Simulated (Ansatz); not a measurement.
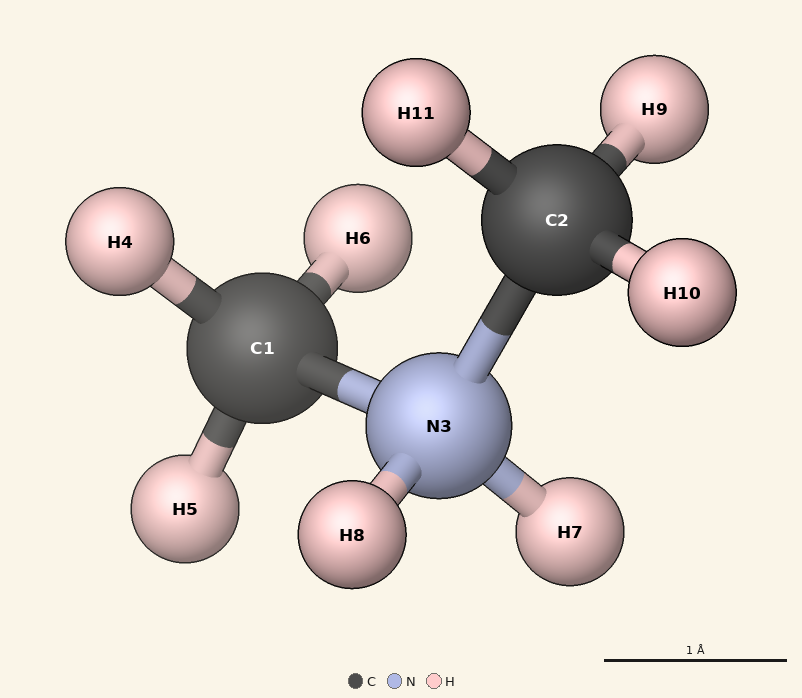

The atoms are numbered. The species has charge +1 and is a spin singlet. The geometry was computed by an optimisation with PBE0-D4/def2-TZVP. No frequency run is at hand to confirm it as a minimum.

Which atoms are bonded, and how long are the bonds?

| bond | length (Å) |
| --- | --- |
| C1–N3 | 1.490 |
| C1–H4 | 1.088 |
| C1–H5 | 1.088 |
| C1–H6 | 1.088 |
| C2–N3 | 1.490 |
| C2–H9 | 1.088 |
| C2–H10 | 1.088 |
| C2–H11 | 1.088 |
| N3–H7 | 1.022 |
| N3–H8 | 1.022 |
